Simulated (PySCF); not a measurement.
**InH2ClO (SMILES [OH][InH][Cl]): levels of theory compared**

Wanted: a comparison of 6 runs (HF/STO-3G, HF/3-21G, B2PLYP/3-21G, PBE0/def2-SVP, BLYP/def2-TZVP, TPSS/def2-TZVP) of InH2ClO. The job is set up through a Python script.

The results are computed with PySCF 2.14.0.

### 1 The system as given

The species is InH2ClO (5 atoms), meant as a singlet with charge 0. SMILES: `[OH][InH][Cl]`. The coordinates come from a PBE0-D4/def2-TZVP relaxation. This is one conformer, not always the lowest.

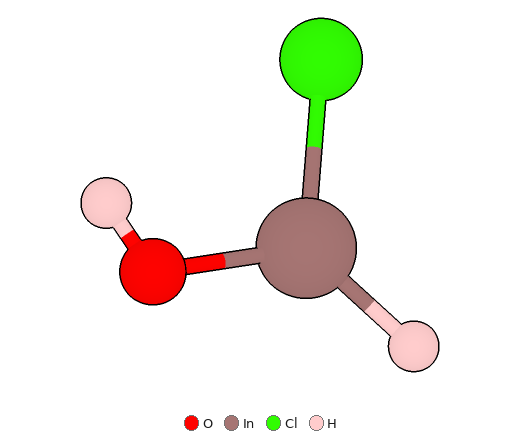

Viewed from a chosen angle; oxygen red, indium brown, chlorine green, hydrogen pink.

### 2 Energy and gradient at HF/STO-3G (run 1)

Contents of run.py:

```python
import pyscf.grad
from pyscf import gto

molecule = gto.Mole()
molecule.atom = '''
O   -1.390100   0.131800  -0.577000
In   0.449500   0.401800   0.067200
Cl   1.287900  -1.597300   0.930400
H   -1.681700  -0.774800  -0.447000
H    1.334300   1.838500   0.026500
'''
molecule.basis = 'sto-3g'
molecule.max_memory = 1860
molecule.verbose = 4
molecule.spin = 0
molecule.build()

hf = molecule.RHF()
hf.conv_tol = 1e-10
hf.kernel()
if not hf.converged:
    hf = hf.newton().run(hf.mo_coeff, hf.mo_occ)

energy = hf.e_tot
print('Final energy', energy)
grad = hf.Gradients().kernel()
dip = hf.dip_moment()
pop, q = hf.mulliken_pop()
```

On the command line:

```bash
$ OMP_NUM_THREADS=1 python run.py
```

The program printed:

```text
PySCF version 2.14.0

[INPUT] num. atoms = 5
[INPUT] num. electrons = 76
[INPUT] charge = 0
[INPUT] spin (= nelec alpha-beta = 2S) = 0
[INPUT] symmetry False subgroup None
[INPUT] Mole.unit = angstrom
[INPUT] Symbol           X                Y                Z      unit          X                Y                Z       unit  Magmom
[INPUT]  1 O     -1.390100000000   0.131800000000  -0.577000000000 AA   -2.626908285758   0.249065903218  -1.090371973874 Bohr   0.0
[INPUT]  2 In     0.449500000000   0.401800000000   0.067200000000 AA    0.849431892992   0.759291956850   0.126989595571 Bohr   0.0
[INPUT]  3 Cl     1.287900000000  -1.597300000000   0.930400000000 AA    2.433778275827  -3.018459538768   1.758201186295 Bohr   0.0
[INPUT]  4 H     -1.681700000000  -0.774800000000  -0.447000000000 AA   -3.177952423681  -1.464159801313  -0.844707577681 Bohr   0.0
[INPUT]  5 H      1.334300000000   1.838500000000   0.026500000000 AA    2.521461568007   3.474261480013   0.050077742301 Bohr   0.0

[... 46 lines left out ...]
converged SCF energy = -6212.55442585275
Final energy -6212.554425852745
[... 11 lines left out ...]
Dipole moment(X, Y, Z, Debye): -0.37205,  2.24463, -0.74755
[... 10 lines left out ...]
pop of  1 In 5s           0.90734
pop of  1 In 2px          2.00006
pop of  1 In 2py          2.00006
pop of  1 In 2pz          2.00006
pop of  1 In 3px          1.99815
pop of  1 In 3py          1.99810
pop of  1 In 3pz          1.99787
pop of  1 In 4px          1.99481
pop of  1 In 4py          1.99486
pop of  1 In 4pz          1.98958
pop of  1 In 5px          0.47337
pop of  1 In 5py          0.53692
pop of  1 In 5pz          0.22164
pop of  1 In 3dxy         1.99906
pop of  1 In 3dyz         1.99979
pop of  1 In 3dz^2        1.99925
pop of  1 In 3dxz         1.99965
pop of  1 In 3dx2-y2      1.99926
pop of  1 In 4dxy         1.97102
pop of  1 In 4dyz         1.99317
pop of  1 In 4dz^2        1.97592
pop of  1 In 4dxz         1.98870
pop of  1 In 4dx2-y2      1.97710
pop of  2 Cl 1s           1.99998
pop of  2 Cl 2s           1.99906
pop of  2 Cl 3s           1.99082
pop of  2 Cl 2px          1.99863
pop of  2 Cl 2py          1.99448
pop of  2 Cl 2pz          1.99832
pop of  2 Cl 3px          1.92680
pop of  2 Cl 3py          1.68932
pop of  2 Cl 3pz          1.90126
pop of  3 H 1s            0.85420
pop of  4 H 1s            1.16116
 ** Mulliken atomic charges  **
charge of    0O =     -0.46348
charge of    1In =      0.97752
charge of    2Cl =     -0.49867
charge of    3H =      0.14580
charge of    4H =     -0.16116
```

Run time: 8.1 s. Hardware: 1 thread of Intel Xeon at 2.50GHz (Skylake/Cascade Lake), shared host; peak memory 0.12 GiB.

### 3 Energy and gradient at HF/3-21G (run 2)

Contents of job.py:

```python
from pyscf import gto

mol = gto.M(
    atom='''
O   -1.390100   0.131800  -0.577000
In   0.449500   0.401800   0.067200
Cl   1.287900  -1.597300   0.930400
H   -1.681700  -0.774800  -0.447000
H    1.334300   1.838500   0.026500
''',
    verbose=4,
    max_memory=1860,
    basis='3-21g',
)

mf = mol.RHF()
mf.conv_tol = 1e-10
mf.kernel()
if not mf.converged:
    mf = mf.newton().run(mf.mo_coeff, mf.mo_occ)

e_tot = mf.e_tot
print('E = %.10f Eh' % e_tot)
grad = mf.nuc_grad_method().kernel()
mf.analyze()
```

On the command line:

```bash
$ OMP_NUM_THREADS=1 python job.py
```

The program printed:

```text
PySCF version 2.14.0

[INPUT] num. atoms = 5
[INPUT] num. electrons = 76
[INPUT] charge = 0
[INPUT] spin (= nelec alpha-beta = 2S) = 0
[INPUT] symmetry False subgroup None
[INPUT] Mole.unit = angstrom
[INPUT] Symbol           X                Y                Z      unit          X                Y                Z       unit  Magmom
[INPUT]  1 O     -1.390100000000   0.131800000000  -0.577000000000 AA   -2.626908285758   0.249065903218  -1.090371973874 Bohr   0.0
[INPUT]  2 In     0.449500000000   0.401800000000   0.067200000000 AA    0.849431892992   0.759291956850   0.126989595571 Bohr   0.0
[INPUT]  3 Cl     1.287900000000  -1.597300000000   0.930400000000 AA    2.433778275827  -3.018459538768   1.758201186295 Bohr   0.0
[INPUT]  4 H     -1.681700000000  -0.774800000000  -0.447000000000 AA   -3.177952423681  -1.464159801313  -0.844707577681 Bohr   0.0
[INPUT]  5 H      1.334300000000   1.838500000000   0.026500000000 AA    2.521461568007   3.474261480013   0.050077742301 Bohr   0.0

[... 62 lines left out ...]
One-electron Energy =                -9331.336173782401602
[... 7 lines left out ...]
MO #3   energy= -138.152757577357  occ= 2
[... 5 lines left out ...]
MO #9   energy= -25.143371874747   occ= 2
[... 5 lines left out ...]
MO #15  energy= -17.5428227495391  occ= 2
[... 5 lines left out ...]
MO #21  energy= -5.05144434439256  occ= 2
[... 5 lines left out ...]
MO #27  energy= -1.15245599297976  occ= 2
[... 5 lines left out ...]
MO #33  energy= -0.545230329713513 occ= 2
[... 5 lines left out ...]
MO #39  energy= 0.0383904040903436 occ= 0
[... 5 lines left out ...]
MO #45  energy= 0.350549084197964  occ= 0
[... 5 lines left out ...]
MO #51  energy= 0.955373877594532  occ= 0
[... 5 lines left out ...]
MO #57  energy= 3.05411715610221   occ= 0
[... 26 lines left out ...]
pop of  1 In 5px          0.39343
pop of  1 In 5py          0.53736
pop of  1 In 5pz          0.21271
pop of  1 In 6px          0.01912
pop of  1 In 6py          0.01590
pop of  1 In 6pz          0.00442
pop of  1 In 3dxy         1.99992
pop of  1 In 3dyz         1.99996
pop of  1 In 3dz^2        1.99994
pop of  1 In 3dxz         1.99994
pop of  1 In 3dx2-y2      1.99987
pop of  1 In 4dxy         1.99851
pop of  1 In 4dyz         1.99959
pop of  1 In 4dz^2        1.99815
pop of  1 In 4dxz         1.99877
pop of  1 In 4dx2-y2      1.99818
pop of  2 Cl 1s           1.99999
pop of  2 Cl 2s           1.99974
pop of  2 Cl 3s           1.86558
pop of  2 Cl 4s           0.00309
pop of  2 Cl 2px          1.99994
pop of  2 Cl 2py          1.99991
pop of  2 Cl 2pz          1.99995
pop of  2 Cl 3px          1.91477
pop of  2 Cl 3py          1.75956
pop of  2 Cl 3pz          1.89609
pop of  2 Cl 4px          0.00176
pop of  2 Cl 4py          0.00145
pop of  2 Cl 4pz          0.00171
pop of  3 H 1s            0.71456
pop of  3 H 2s            0.00954
pop of  4 H 1s            1.11240
pop of  4 H 2s            0.00112
 ** Mulliken atomic charges  **
charge of    0O =     -0.69111
charge of    1In =      0.97227
charge of    2Cl =     -0.44353
charge of    3H =      0.27589
charge of    4H =     -0.11352
Dipole moment(X, Y, Z, Debye): -0.12652,  1.92388, -0.56555
```

Run time: 7.8 s. Hardware: 1 thread of Intel Xeon at 2.50GHz (Skylake/Cascade Lake), shared host; peak memory 0.13 GiB.

Runs 3 to 4 aren't shown in full; the table further down has their settings and results.

### 4 Energy and forces at BLYP/def2-TZVP (core potential) (run 5)

Contents of mol.xyz:

```xyz
5
ClH2InO
O     -1.390100     0.131800    -0.577000
In     0.449500     0.401800     0.067200
Cl     1.287900    -1.597300     0.930400
H     -1.681700    -0.774800    -0.447000
H      1.334300     1.838500     0.026500
```

Contents of calc.py:

```python
import pyscf.grad
from pyscf import gto, dft

system = gto.M(
    atom='mol.xyz',
    verbose=4,
    max_memory=1860,
    basis='def2-tzvp',
    ecp={'In': 'def2-svp'},
)

ks = dft.RKS(system)
ks.xc = 'blyp'
ks.grids.level = 5
ks.conv_tol = 1e-10
ks.kernel()
if not ks.converged:
    ks = ks.newton().run(ks.mo_coeff, ks.mo_occ)

energy = ks.e_tot
print('Final energy', energy)
grad = ks.Gradients().kernel()
dip = ks.dip_moment()
pop, q = ks.mulliken_pop()
```

On the command line:

```bash
$ OMP_NUM_THREADS=1 python calc.py
```

The program printed:

```text
PySCF version 2.14.0

[INPUT] num. atoms = 5
[INPUT] num. electrons = 48
[INPUT] charge = 0
[INPUT] spin (= nelec alpha-beta = 2S) = 0
[INPUT] symmetry False subgroup None
[INPUT] Mole.unit = angstrom
[INPUT] Symbol           X                Y                Z      unit          X                Y                Z       unit  Magmom
[INPUT]  1 O     -1.390100000000   0.131800000000  -0.577000000000 AA   -2.626908285758   0.249065903218  -1.090371973874 Bohr   0.0
[INPUT]  2 In     0.449500000000   0.401800000000   0.067200000000 AA    0.849431892992   0.759291956850   0.126989595571 Bohr   0.0
[INPUT]  3 Cl     1.287900000000  -1.597300000000   0.930400000000 AA    2.433778275827  -3.018459538768   1.758201186295 Bohr   0.0
[INPUT]  4 H     -1.681700000000  -0.774800000000  -0.447000000000 AA   -3.177952423681  -1.464159801313  -0.844707577681 Bohr   0.0
[INPUT]  5 H      1.334300000000   1.838500000000   0.026500000000 AA    2.521461568007   3.474261480013   0.050077742301 Bohr   0.0

[... 70 lines left out ...]
converged SCF energy = -726.811146223078
Final energy -726.8111462230784
[... 12 lines left out ...]
Dipole moment(X, Y, Z, Debye):  0.18885,  1.20068, -0.24853
[... 97 lines left out ...]
pop of  2 Cl 5py          0.86710
pop of  2 Cl 5pz          0.92662
pop of  2 Cl 6px          0.57842
pop of  2 Cl 6py          0.50614
pop of  2 Cl 6pz          0.57471
pop of  2 Cl 3dxy         0.00105
pop of  2 Cl 3dyz         0.00104
pop of  2 Cl 3dz^2        0.00044
pop of  2 Cl 3dxz         0.00027
pop of  2 Cl 3dx2-y2      0.00103
pop of  2 Cl 4dxy         0.00458
pop of  2 Cl 4dyz         0.00442
pop of  2 Cl 4dz^2        0.00213
pop of  2 Cl 4dxz         0.00133
pop of  2 Cl 4dx2-y2      0.00431
pop of  2 Cl 4f-3         0.00026
pop of  2 Cl 4f-2         0.00024
pop of  2 Cl 4f-1         0.00021
pop of  2 Cl 4f+0         0.00014
pop of  2 Cl 4f+1         0.00004
pop of  2 Cl 4f+2         0.00022
pop of  2 Cl 4f+3         0.00033
pop of  3 H 1s            0.26632
pop of  3 H 2s            0.33470
pop of  3 H 3s            0.04947
pop of  3 H 2px           0.01631
pop of  3 H 2py           0.01908
pop of  3 H 2pz           0.01607
pop of  4 H 1s            0.22980
pop of  4 H 2s            0.50533
pop of  4 H 3s            0.33729
pop of  4 H 2px           0.00223
pop of  4 H 2py           0.00455
pop of  4 H 2pz           0.00078
 ** Mulliken atomic charges  **
charge of    0O =     -0.58667
charge of    1In =      0.73362
charge of    2Cl =     -0.36502
charge of    3H =      0.29805
charge of    4H =     -0.07998
```

Wall time 2.1 min (1 thread of Intel Xeon at 2.50GHz (Skylake/Cascade Lake), shared host); peak memory 1.4 GiB.

### 5 Energy and forces at TPSS/def2-TZVP (core potential) (run 6)

Contents of calc.py:

```python
from pyscf import gto, dft

system = gto.Mole()
system.atom = '''
O     -1.390100     0.131800    -0.577000
In     0.449500     0.401800     0.067200
Cl     1.287900    -1.597300     0.930400
H     -1.681700    -0.774800    -0.447000
H      1.334300     1.838500     0.026500
'''
system.basis = 'def2-tzvp'
system.verbose = 3
system.charge = 0
system.max_memory = 1860
system.ecp = {'In': 'def2-svp'}
system.spin = 0
system.build()

mf = dft.RKS(system)
mf.xc = 'tpss'
mf.conv_tol = 1e-10
mf.grids.level = 5
mf.kernel()
if not mf.converged:
    mf = mf.newton().run(mf.mo_coeff, mf.mo_occ)

energy = mf.e_tot
print('E = %.10f Eh' % energy)
grad = mf.nuc_grad_method().kernel()
mf.analyze()
```

On the command line:

```bash
$ OMP_NUM_THREADS=1 python calc.py
```

The program printed:

```text
converged SCF energy = -726.822512882033
[... 18 lines left out ...]
MO #9   energy= -2.97003694416248  occ= 2
[... 10 lines left out ...]
MO #20  energy= -0.318868237806364 occ= 2
[... 10 lines left out ...]
MO #31  energy= 0.0945820163136052 occ= 0
[... 10 lines left out ...]
MO #42  energy= 0.365189439978828  occ= 0
[... 10 lines left out ...]
MO #53  energy= 0.615151201782996  occ= 0
[... 10 lines left out ...]
MO #64  energy= 0.914959521846486  occ= 0
[... 10 lines left out ...]
MO #75  energy= 1.74119871712981   occ= 0
[... 10 lines left out ...]
MO #86  energy= 2.08334663874533   occ= 0
[... 10 lines left out ...]
MO #97  energy= 2.30677850618617   occ= 0
[... 10 lines left out ...]
MO #108 energy= 3.7767660265545    occ= 0
[... 10 lines left out ...]
MO #119 energy= 6.68816391336527   occ= 0
[... 10 lines left out ...]
MO #130 energy= 125.120261048422   occ= 0
[... 6 lines left out ...]
Dipole moment(X, Y, Z, Debye):  0.14000,  1.24204, -0.27870
```

Run time: 3.3 min. Hardware: 1 thread of Intel Xeon at 2.50GHz (Skylake/Cascade Lake), shared host; peak memory 1.4 GiB.

### 6 Overview of the runs

| run | level | task | frozen core orbitals | energy (Eh) | dipole moment (D) | HOMO energy (eV) | LUMO energy (eV) | wall time |
| --- | --- | --- | --- | --- | --- | --- | --- | --- |
| 1 | HF/STO-3G | gradient | – | -6212.554426 | 2.39 | -8.72 | 5.51 | 8.1 s |
| 2 | HF/3-21G | gradient | – | -6247.711266 | 2.01 | -11.90 | 1.04 | 7.8 s |
| 3 | B2PLYP/3-21G | energy | 24 | -6250.354999 | 1.85 | -9.63 | -0.50 | 35 s |
| 4 | PBE0/def2-SVP (core potential) | gradient | – | -726.368456 | 1.23 | -8.43 | -1.35 | 62 s |
| 5 | BLYP/def2-TZVP (core potential) | gradient | – | -726.811146 | 1.24 | -7.06 | -2.29 | 2.1 min |
| 6 | TPSS/def2-TZVP (core potential) | gradient | – | -726.822513 | 1.28 | -7.27 | -2.14 | 3.3 min |

### 7 Results

```
                       quantity          value
            run 6: total energy  -726.82251 Eh
           run 6: dipole moment         1.28 D
             run 6: HOMO energy       -7.27 eV
             run 6: LUMO energy       -2.14 eV
           run 6: HOMO–LUMO gap        5.13 eV
run 6: largest force on an atom     0.545 eV/Å
```

What this shows: The dipole moment (its size) runs from 1.23 D (PBE0/def2-SVP) to 2.39 D (HF/STO-3G). The two ends differ in method and basis and core potential. The HOMO–LUMO gap runs from 4.77 eV (BLYP/def2-TZVP) to 14.23 eV (HF/STO-3G). Totals of different functionals can't be ranked against each other. Some runs of one species differ in core potentials or relativity; totals across that change don't compare. In run 1 the basis is minimal, so the values are rough. In runs 1, 2, 3 relativity is left out where basis or elements ask for it. All runs together took 7.3 min, the longest 3.3 min.
